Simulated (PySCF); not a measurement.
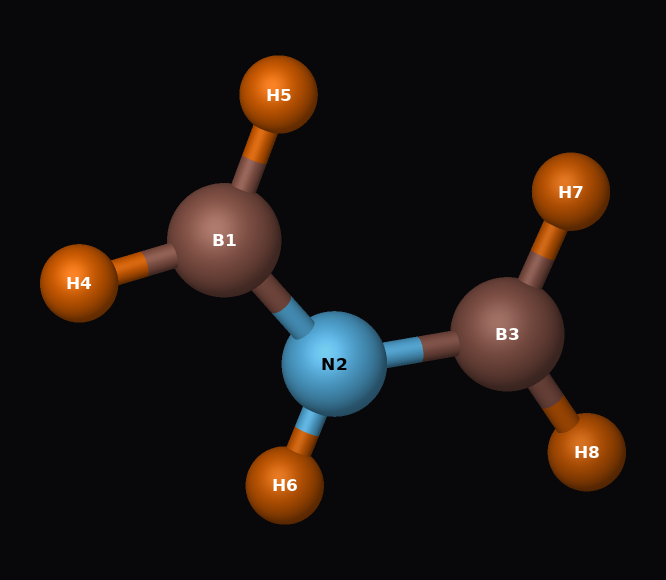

The geometry was computed by an optimisation with PBE0-D3(BJ)/def2-SVP. No frequency run is at hand to confirm it as a minimum. Properties computed with B3LYP/pcJ-1 indirect spin-spin coupling, non-relativistic, gas phase (PySCF 2.14.0). Isotopes: 11B, 1H, 15N.

Give the spin–spin coupling constants of these pairs, with the number of bonds between them: N2/B3, B3/H8, B1/B3, B1/H6, N2/H5, N2/H8, H7/H8, B1/H8, B1/H7, B3/H5, H4/H6.

```json
{"pair": "N2, B3", "bonds apart": "1", "J (Hz)": "−22.1"}
{"pair": "B3, H8", "bonds apart": "1", "J (Hz)": "141.6"}
{"pair": "B1, B3", "bonds apart": "2", "J (Hz)": "1.4"}
{"pair": "B1, H6", "bonds apart": "2", "J (Hz)": "−2.4"}
{"pair": "N2, H5", "bonds apart": "2", "J (Hz)": "−4.4"}
{"pair": "N2, H8", "bonds apart": "2", "J (Hz)": "−2.1"}
{"pair": "H7, H8", "bonds apart": "2", "J (Hz)": "12.6"}
{"pair": "B1, H8", "bonds apart": "3", "J (Hz)": "7.9"}
{"pair": "B1, H7", "bonds apart": "3", "J (Hz)": "6.1"}
{"pair": "B3, H5", "bonds apart": "3", "J (Hz)": "6.1"}
{"pair": "H4, H6", "bonds apart": "3", "J (Hz)": "7.8"}
```
